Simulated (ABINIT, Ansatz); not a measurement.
# SrCl2 (Fm-3m): Raman and infrared activity

Which lines does SrCl2 (Fm-3m) show in Raman and infrared spectra?

Calculated with ABINIT 10.8.3; DFT LDA, scalar-relativistic, plane waves, PseudoDojo norm-conserving pseudopotentials.

### 1. The starting structure

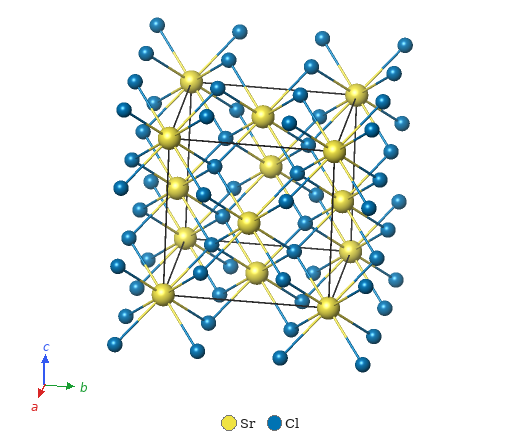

The starting structure, seen slightly off an axis (strontium yellow, chlorine blue). This picture shows the conventional cell, with its axes. Some periodic images of atoms are drawn too.

As a file:

```cif
data_structure
_symmetry_space_group_name_H-M 'Fm-3m'
_symmetry_Int_Tables_number 225
_cell_length_a 6.7993
_cell_length_b 6.7993
_cell_length_c 6.7993
_cell_angle_alpha 90.000
_cell_angle_beta 90.000
_cell_angle_gamma 90.000
_cell_volume 314.33
loop_
_atom_site_label
_atom_site_type_symbol
_atom_site_symmetry_multiplicity
_atom_site_Wyckoff_symbol
_atom_site_fract_x
_atom_site_fract_y
_atom_site_fract_z
_atom_site_occupancy
Sr1 Sr 4 a 0.00000 0.00000 0.00000 1
Cl1 Cl 8 c 0.75000 0.25000 0.75000 1
```

### 2. Relaxation

The harmonic expansion needs vanishing forces, and a free crystal bears no stress, so cell and atoms are brought to rest. Stress is more sensitive to the basis than forces are: the last 3 Ha under the cutoff are smoothed with ecutsm, and the cutoff is raised above that of the later runs.

The starting cell comes from a relaxation made beforehand in Ansatz (LDA, PseudoDojo NC).

The input, relax.abi:

```
# relaxation
ionmov 2
optcell 2
dilatmx 1.08
ntime 40
tolmxf 1.0d-05
tolvrs 1.0d-14
prtwf 0
prtden 0
chksymtnons 0

# basis, mesh and filling
ecut 35.0
ecutsm 3.0
ngkpt 6 6 6
nshiftk 1
shiftk 0.0 0.0 0.0
istwfk *1
occopt 1
nband 12
nstep 100
diemac 9.0
prtebands 0
prtgsr 0

# cell and atoms
acell 3*1.0 Angstrom
rprim 
    -3.399636674 0.0 3.399636674
    0.0 3.399636674 3.399636674
    -3.399636674 3.399636674 0.0
ntypat 2
znucl 38 17
natom 3
typat 1 2 2
xred 
    0.0 0.0 0.0
    0.75 0.75 0.75
    0.25 0.25 0.25
pp_dirpath "./pseudo"
pseudos "Sr.upf, Cl.upf"
```

Launch:

```sh
> OMP_NUM_THREADS=1 mpirun -n 4 abinit relax.abi > relax.log
```

Numbers of over 12 decimals in the logs are rounded to 6 here.

relax.abo, the main output file:

```text
[banners, grids, parts of the stress and lines that vanish by symmetry left out]
- input  file    -> relax.abi
- output file    -> relax.abo
- root for input  files -> relaxi
[...]
Symmetries : space group Fm -3 m (#225); Bravais cF (face-center cubic)
[...]
mpw =        6638          nfft =      157464          nkpt =          16
[...]
== DATASET  1 ==================================================================
[...]
cutoff_energies: {ecut:  35.0, pawecutdg:  -1.0, }
[...]
ETOT  1  -67.319737069954    -6.732E+01 9.270E-02 1.005E+02
 ETOT  2  -67.348867475323    -2.913E-02 5.056E-06 1.860E+01
 ETOT  3  -67.351151113236    -2.284E-03 3.416E-05 2.442E-01
 ETOT  4  -67.351165227461    -1.411E-05 3.077E-07 1.307E-02
 ETOT  5  -67.351165452243    -2.248E-07 8.407E-09 4.946E-04
[...]
At SCF step   11       vres2   =  5.22E-15 < tolvrs=  1.00E-14 =>converged.
[...]
sigma(1 1)=  1.72232137E-07  sigma(3 2)=  0.00000000E+00
  sigma(2 2)=  1.72232137E-07  sigma(3 1)=  0.00000000E+00
  sigma(3 3)=  1.72232137E-07  sigma(2 1)=  0.00000000E+00
[...]
convergence: {deltae:  3.055E-12, res2:  5.221E-15, residm:  4.934E-20, diffor: null, }
etotal    :  -6.73511655E+01
[...]
ETOT  1  -67.351165465510    -6.735E+01 5.635E-14 1.233E-05
[...]
At SCF step    8       vres2   =  1.04E-16 < tolvrs=  1.00E-14 =>converged.
[...]
sigma(1 1)=  1.48990453E-07  sigma(3 2)=  0.00000000E+00
  sigma(2 2)=  1.48990453E-07  sigma(3 1)=  0.00000000E+00
  sigma(3 3)=  1.48990453E-07  sigma(2 1)=  0.00000000E+00
[...]
convergence: {deltae:  1.251E-12, res2:  1.039E-16, residm:  1.200E-20, diffor: null, }
etotal    :  -6.73511655E+01
[...]
ETOT  1  -67.351165444980    -6.735E+01 5.770E-12 5.066E-04
[...]
ETOT  7  -67.351165469978    -3.268E-13 5.732E-17 7.915E-13
 ETOT  8  -67.351165469981    -2.288E-12 4.864E-19 3.778E-15
 At SCF step    8       vres2   =  3.78E-15 < tolvrs=  1.00E-14 =>converged.
[...]
sigma(1 1)= -6.11841047E-12  sigma(3 2)=  0.00000000E+00
  sigma(2 2)= -6.11841090E-12  sigma(3 1)=  0.00000000E+00
  sigma(3 3)= -6.11840916E-12  sigma(2 1)=  0.00000000E+00
[...]
convergence: {deltae: -2.288E-12, res2:  3.778E-15, residm:  4.864E-19, diffor: null, }
etotal    :  -6.73511655E+01
[...]
At Broyd/MD step   3, gradients are converged :
[...]
sigma(1 1)= -6.11841047E-12  sigma(3 2)=  0.00000000E+00
  sigma(2 2)= -6.11841090E-12  sigma(3 1)=  0.00000000E+00
  sigma(3 3)= -6.11840916E-12  sigma(2 1)=  0.00000000E+00
[...]
- sigma(1 1)= -1.80009851E-07  sigma(3 2)=  0.00000000E+00
- sigma(2 2)= -1.80009863E-07  sigma(3 1)=  0.00000000E+00
- sigma(3 3)= -1.80009812E-07  sigma(2 1)=  0.00000000E+00
[...]
fcart     -0.0000000000E+00 -0.0000000000E+00 -0.0000000000E+00
           strten     -6.1184104658E-12 -6.1184108995E-12 -6.1184091647E-12
================================================================================

[key lines of the parts left out:]
pressure_GPa:   1.8001E-07
Total energy (etotal) [Ha]= -6.73511654699808E+01
```

Run time: 36 s. Hardware: 4 MPI ranks of Arm Neoverse V1, shared host.

Little changed from the start: no atom moved by 0.005 Å and no cell edge by 0.1 %.

Read from the output:

- volume per atom: 26.19 Å³
- pressure: 1.80e-7 GPa

### 3. Ground state

First-order wavefunctions inherit every error of the ground state, hence the very tight tolvrs. The mesh is shifted off Γ, since shifted meshes converge sums over the zone faster.

The input, gs.abi:

```
# ground state
tolvrs 1.0d-16
prtden 1
prtwf 1

# basis, mesh and filling
ecut 28.0
ngkpt 4 4 4
nshiftk 4
shiftk 
    0.5 0.5 0.5
    0.5 0.0 0.0
    0.0 0.5 0.0
    0.0 0.0 0.5
istwfk *1
occopt 1
nband 12
nstep 100
diemac 9.0
prtebands 0
prtgsr 0

# cell and atoms
acell 3*1.0 Angstrom
rprim 
    -3.399506518 0.0 3.399506518
    0.0 3.399506518 3.399506518
    -3.399506518 3.399506518 0.0
ntypat 2
znucl 38 17
natom 3
typat 1 2 2
xred 
    0.0 0.0 0.0
    0.75 0.75 0.75
    0.25 0.25 0.25
pp_dirpath "./pseudo"
pseudos "Sr.upf, Cl.upf"
```

Launch:

```sh
> OMP_NUM_THREADS=1 mpirun -n 4 abinit gs.abi > gs.log
```

gs.abo, the main output file:

```text
[banners, grids, parts of the stress and lines that vanish by symmetry left out]
- input  file    -> gs.abi
- output file    -> gs.abo
- root for input  files -> gsi
[...]
Symmetries : space group Fm -3 m (#225); Bravais cF (face-center cubic)
[...]
mpw =        3760          nfft =       91125          nkpt =          10
[...]
== DATASET  1 ==================================================================
[...]
cutoff_energies: {ecut:  28.0, pawecutdg:  -1.0, }
[...]
ETOT  1  -67.327616684912    -6.733E+01 2.243E-02 6.172E+01
 ETOT  2  -67.347959031678    -2.034E-02 8.735E-07 1.304E+01
 ETOT  3  -67.350735984848    -2.777E-03 3.752E-05 1.112E-01
 ETOT  4  -67.350745101441    -9.117E-06 1.641E-07 8.193E-03
 ETOT  5  -67.350745435027    -3.336E-07 2.595E-09 3.269E-04
[...]
ETOT 10  -67.350745453196     5.400E-13 3.287E-18 2.899E-14
 ETOT 11  -67.350745453198    -2.018E-12 9.729E-20 9.273E-17
 At SCF step   11       vres2   =  9.27E-17 < tolvrs=  1.00E-16 =>converged.
[...]
sigma(1 1)=  8.29867817E-06  sigma(3 2)=  0.00000000E+00
  sigma(2 2)=  8.29867817E-06  sigma(3 1)=  0.00000000E+00
  sigma(3 3)=  8.29867817E-06  sigma(2 1)=  0.00000000E+00
[...]
convergence: {deltae: -2.018E-12, res2:  9.273E-17, residm:  9.729E-20, diffor: null, }
etotal    :  -6.73507455E+01
[...]
sigma(1 1)=  8.29867817E-06  sigma(3 2)=  0.00000000E+00
  sigma(2 2)=  8.29867817E-06  sigma(3 1)=  0.00000000E+00
  sigma(3 3)=  8.29867817E-06  sigma(2 1)=  0.00000000E+00
[...]
- sigma(1 1)=  2.44155541E-01  sigma(3 2)=  0.00000000E+00
- sigma(2 2)=  2.44155541E-01  sigma(3 1)=  0.00000000E+00
- sigma(3 3)=  2.44155541E-01  sigma(2 1)=  0.00000000E+00
[...]
fcart     -0.0000000000E+00 -0.0000000000E+00 -0.0000000000E+00
           strten      8.2986781707E-06  8.2986781707E-06  8.2986781707E-06
================================================================================

[key lines of the parts left out:]
pressure_GPa:  -2.4416E-01
```

It took 8.2 s on 4 MPI ranks.

Read from the output:

| Item | Value |
| --- | --- |
| pressure | -0.2442 GPa |

The cell stands at -0.24 GPa: the relaxation ran with a smoothed and higher cutoff and on another k mesh.

### 4. Empty bands

Empty bands on the ground state's density check that the gap assumed so far is there in this cell.

The input, gap.abi:

```
# empty bands on the ground state's density
iscf -2
getden_filepath "gso_DEN"
tolwfr 1.0d-12
nbdbuf 2
prtwf 0

# basis, mesh and filling
ecut 28.0
ngkpt 6 6 6
nshiftk 1
shiftk 0.0 0.0 0.0
istwfk *1
occopt 1
nband 16
nstep 100
diemac 9.0
prtebands 0
prtgsr 0

# cell and atoms
acell 3*1.0 Angstrom
rprim 
    -3.399506518 0.0 3.399506518
    0.0 3.399506518 3.399506518
    -3.399506518 3.399506518 0.0
ntypat 2
znucl 38 17
natom 3
typat 1 2 2
xred 
    0.0 0.0 0.0
    0.75 0.75 0.75
    0.25 0.25 0.25
pp_dirpath "./pseudo"
pseudos "Sr.upf, Cl.upf"
```

Launch:

```sh
> OMP_NUM_THREADS=1 mpirun -n 4 abinit gap.abi > gap.log
```

gap.abo, the main output file:

```text
[banners, grids, parts of the stress and lines that vanish by symmetry left out]
- input  file    -> gap.abi
- output file    -> gap.abo
- root for input  files -> gapi
[...]
Symmetries : space group Fm -3 m (#225); Bravais cF (face-center cubic)
[...]
mpw =        3812          nfft =       91125          nkpt =          16
[...]
== DATASET  1 ==================================================================
[...]
cutoff_energies: {ecut:  28.0, pawecutdg:  -1.0, }
[...]
-outvars: echo values of variables after computation
            acell      1.8897261259E+00  1.8897261259E+00  1.8897261259E+00 Bohr
================================================================================
```

Run time: 9.8 s. Hardware: 4 MPI ranks.

Numbers from this step:

* gap on the k-mesh: 5.103 eV

In this cell the gap on the mesh is 5.1 eV, direct, so fixed occupations hold.

### 5. Linear response at Γ

The derivative of the wavefunctions by k comes first, since the response to a field is built on it; then the field and the displacements that symmetry doesn't supply are solved at q = 0. By the 2n+1 theorem the first-order wavefunctions also give third derivatives: Raman tensors and the non-linear susceptibility.

It reads the wavefunctions written in step 3.

The input, dfpt_gamma.abi:

```
ndtset 3

# common to the responses
getwfk_filepath "gso_WFK"
kptopt 2
nqpt 1
qpt 0.0 0.0 0.0
asr 0
chneut 0

# d/dk
rfelfd1 2
rfdir1 1 1 1
iscf1 -3
tolwfr1 1.0d-20

# displacements, field
rfphon2 1
rfatpol2 1 3
rfdir2 1 1 1
rfelfd2 3
getddk2 1
tolvrs2 1.0d-10
prepanl2 1
prtden2 1

# third order
optdriver3 5
getden_filepath3 "gso_DEN"
get1den3 2
get1wf3 2
getddk3 1
d3e_pert1_elfd3 1
d3e_pert1_phon3 1
d3e_pert1_atpol3 1 3
d3e_pert1_dir3 1 1 1
d3e_pert2_elfd3 1
d3e_pert2_dir3 1 1 1
d3e_pert3_elfd3 1
d3e_pert3_dir3 1 1 1
usepead3 1
tolvrs3 1.0d-10

# basis, mesh and filling
ecut 28.0
ngkpt 4 4 4
nshiftk 4
shiftk 
    0.5 0.5 0.5
    0.5 0.0 0.0
    0.0 0.5 0.0
    0.0 0.0 0.5
istwfk *1
occopt 1
nband 12
nstep 100
diemac 9.0
prtebands 0
prtgsr 0

# cell and atoms
acell 3*1.0 Angstrom
rprim 
    -3.399506518 0.0 3.399506518
    0.0 3.399506518 3.399506518
    -3.399506518 3.399506518 0.0
ntypat 2
znucl 38 17
natom 3
typat 1 2 2
xred 
    0.0 0.0 0.0
    0.75 0.75 0.75
    0.25 0.25 0.25
pp_dirpath "./pseudo"
pseudos "Sr.upf, Cl.upf"
```

Launch:

```sh
> OMP_NUM_THREADS=1 mpirun -n 4 abinit dfpt_gamma.abi > dfpt_gamma.log
```

dfpt_gamma.abo, the main output file:

```text
[banners, grids, parts of the stress and lines that vanish by symmetry left out]
- input  file    -> dfpt_gamma.abi
- output file    -> dfpt_gamma.abo
- root for input  files -> dfpt_gammai
[...]
DATASET    1 : space group Fm -3 m (#225); Bravais cF (face-center cubic)
[...]
nfft =       91125          nkpt =         128
[...]
DATASET    2 : space group Fm -3 m (#225); Bravais cF (face-center cubic)
[...]
nfft =       91125          nkpt =         128
[...]
DATASET    3 : space group Fm -3 m (#225); Bravais cF (face-center cubic)
[...]
mpw =        3760          nfft =       91125          nkpt =         128
[...]
== DATASET  1 ==================================================================
[...]
cutoff_energies: {ecut:  28.0, pawecutdg:  -1.0, }
[...]
- 17.00000   7.00000  180309                  znucl, zion, pspdat
[...]
Perturbation : derivative vs k along direction   1
[...]
-ETOT  1  -16.396783681715     -1.640E+01 5.395E-02 0.000E+00
 ETOT  2  -16.427009738749     -3.023E-02 1.876E-04 0.000E+00
 ETOT  3  -16.427128071376     -1.183E-04 1.163E-06 0.000E+00
 ETOT  4  -16.427128706698     -6.353E-07 8.103E-09 0.000E+00
 ETOT  5  -16.427128710546     -3.847E-09 9.822E-11 0.000E+00
[...]
At SCF step   10   max residual=  9.95E-21 < tolwfr=  1.00E-20 =>converged.
[...]
Perturbation : derivative vs k along direction   2
[...]
-ETOT  1  -16.396783681433     -1.640E+01 5.395E-02 0.000E+00
[...]
At SCF step   10   max residual=  9.95E-21 < tolwfr=  1.00E-20 =>converged.
[...]
Perturbation : derivative vs k along direction   3
[...]
-ETOT  1  -16.396783681152     -1.640E+01 5.395E-02 0.000E+00
[...]
At SCF step   10   max residual=  9.95E-21 < tolwfr=  1.00E-20 =>converged.
[...]
1        1       1.3476945740   -0.0000000000
     1        2      -0.6738472870    0.0000000000
     1        3      -0.6738472870    0.0000000000
     2        1      -0.6738472870    0.0000000000
     2        2       1.3476945740   -0.0000000000
     2        3       0.6738472870   -0.0000000000
     3        1      -0.6738472870    0.0000000000
     3        2       0.6738472870   -0.0000000000
     3        3       1.3476945740   -0.0000000000
[...]
== DATASET  2 ==================================================================
[...]
cutoff_energies: {ecut:  28.0, pawecutdg:  -1.0, }
[...]
Perturbation : displacement of atom   1   along direction   1
[...]
-ETOT  1   4.525375     -2.054E+03 1.017E+01 6.548E+02
[...]
At SCF step   10       vres2   =  1.62E-11 < tolvrs=  1.00E-10 =>converged.
[...]
Perturbation : displacement of atom   2   along direction   1
[...]
-ETOT  1   3.864278     -1.021E+03 1.262E+00 2.070E+03
[...]
At SCF step   11       vres2   =  1.22E-11 < tolvrs=  1.00E-10 =>converged.
[...]
Perturbation : homogeneous electric field along direction   1
[...]
-ETOT  1  -54.819261625235     -5.482E+01 4.544E-01 2.459E+04
[...]
At SCF step   11       vres2   =  1.88E-11 < tolvrs=  1.00E-10 =>converged.
[...]
Perturbation : homogeneous electric field along direction   2
[...]
-ETOT  1  -54.819261624618     -5.482E+01 4.544E-01 2.459E+04
[...]
At SCF step   11       vres2   =  1.88E-11 < tolvrs=  1.00E-10 =>converged.
[...]
Perturbation : homogeneous electric field along direction   3
[...]
-ETOT  1  -54.819261624000     -5.482E+01 4.544E-01 2.459E+04
[...]
ETOT 10  -64.440741059570     -7.347E-12 2.086E-14 9.479E-10
 ETOT 11  -64.440741059571     -4.405E-13 7.923E-16 1.879E-11
 At SCF step   11       vres2   =  1.88E-11 < tolvrs=  1.00E-10 =>converged.
[...]
Dielectric tensor, in cartesian coordinates,
[...]
1    5   1    5         3.1286519119        -0.0000000000
   1    5   2    5         0.0000000000        -0.0000000000
   1    5   3    5         0.0000000000        -0.0000000000
   2    5   1    5         0.0000000000        -0.0000000000
   2    5   2    5         3.1286519119        -0.0000000000
   2    5   3    5        -0.0000000000        -0.0000000000
   3    5   1    5         0.0000000000        -0.0000000000
   3    5   2    5        -0.0000000000        -0.0000000000
   3    5   3    5         3.1286519119        -0.0000000000
  Effective charges, in cartesian coordinates,
[...]
1    1   1    5         2.4882563087         0.0000000000
   2    1   1    5         0.0000000000         0.0000000000
   3    1   1    5        -0.0000000000         0.0000000000
   1    2   1    5        -1.2436752597         0.0000000000
   2    2   1    5         0.0000000000         0.0000000000
[...]
Effective charges, in cartesian coordinates,
[...]
2    5   1    3         0.0000000000         0.0000000000
   3    5   1    3        -0.0000000000         0.0000000000
   1    5   2    3         0.0000000000         0.0000000000
   2    5   2    3        -1.2436752527         0.0000000000
   3    5   2    3        -0.0000000000         0.0000000000
   1    5   3    3        -0.0000000000         0.0000000000
   2    5   3    3         0.0000000000         0.0000000000
   3    5   3    3        -1.2436752527         0.0000000000
  Phonon wavevector (reduced coordinates) :  0.00000  0.00000  0.00000
 Phonon energies in Hartree :
[...]
Phonon frequencies in cm-1    :
-  2.744389E-01  2.744391E-01  2.744399E-01  1.553950E+02  1.553950E+02
-  1.553950E+02  1.915818E+02  1.915818E+02  1.915818E+02
  Phonon at Gamma, with non-analyticity in the
[...]
Phonon energies in Hartree :
[...]
Phonon frequencies in cm-1    :
-  2.744389E-01  2.744391E-01  2.752532E-01  1.553950E+02  1.553950E+02
-  1.915818E+02  1.915818E+02  1.915818E+02  2.361296E+02
  Phonon at Gamma, with non-analyticity in the
[...]
Phonon energies in Hartree :
[...]
Phonon frequencies in cm-1    :
-  2.744389E-01  2.744399E-01  2.752525E-01  1.553950E+02  1.553950E+02
-  1.915818E+02  1.915818E+02  1.915818E+02  2.361296E+02
  Phonon at Gamma, with non-analyticity in the
[...]
Phonon energies in Hartree :
[...]
Phonon frequencies in cm-1    :
-  2.744391E-01  2.744399E-01  2.752523E-01  1.553950E+02  1.553950E+02
-  1.915818E+02  1.915818E+02  1.915818E+02  2.361296E+02
[...]
== DATASET  3 ==================================================================
[...]
cutoff_energies: {ecut:  28.0, pawecutdg:  -1.0, }
[...]
j1 : displacement of atom   2 along direction   1
[...]
j2 : displacement of atom   2 along direction   1
[...]
j2 : displacement of atom   2 along direction   1
[...]
1          1       -0.000000000       -0.000000000       -0.000000000
[...]
1          2       -0.000000000       -0.000000000       -0.000000000
[...]
1          3       -0.000000000       -0.000000000       -0.000000000
[...]
2          1        0.000000000       -0.000000000       -0.000000000
[...]
2          2       -0.000000000       -0.000000000       -0.011427587
[...]
2          3       -0.000000000       -0.011427587        0.000000000
[...]
3          1        0.000000000       -0.000000000       -0.000000000
[...]
3          2       -0.000000000        0.000000000        0.011427587
[...]
3          3       -0.000000000        0.011427587        0.000000000
[...]
strten2     0.0000000000E+00  0.0000000000E+00  0.0000000000E+00
           strten3     0.0000000000E+00  0.0000000000E+00  0.0000000000E+00
================================================================================
```

Wall time 8.4 min (4 MPI ranks).

Numbers from this step:

| Quantity | Value |
| --- | --- |
| miss of the charge sum rule | 9.06e-4 e |
| largest acoustic frequency at the zone centre before the sum rule | 0.27 cm⁻¹ |
| highest optical zone-centre mode (no LO-TO term) | 191.6 cm⁻¹ |
| lowest optical zone-centre mode | 155.4 cm⁻¹ |
| mean high-frequency dielectric constant | 3.129 |
| largest Born charge in size (third of the trace) | 2.488 e |

Born charge (rows field, columns displacement), before the sum rule (e), principal values of the symmetric part by kind of site:

| atom | atoms with these values | low | middle | high | mean |
| --- | --- | --- | --- | --- | --- |
| Sr1 | 1 | 2.49 | 2.49 | 2.49 | 2.49 |
| Cl2 | 2 | -1.24 | -1.24 | -1.24 | -1.24 |

In full for Cl2:

```
-1.24  0.00  0.00
 0.00 -1.24  0.00
 0.00  0.00 -1.24
```

High-frequency dielectric tensor:

```
3.13 0.00 0.00
0.00 3.13 0.00
0.00 0.00 3.13
```

The acoustic modes at Γ come out as far as 0.3 cm⁻¹ from zero, where they should vanish, a small numerical error; the Born charges miss their sum rule by 9.1e-4 e, which is good.

[end of part 1 of 3]

[Host names and launcher messages were left out of these logs when they were recorded.]

[Logs are printed without paths, hosts, clocks, repeated set-up lines and the standing remarks that a program may print on its own settings, such as how far it seeks lower states.]

[Hosts, paths, dates, database ids (printed as entryN), source tags and the programs' standing remarks are cut or masked in the printed files.]
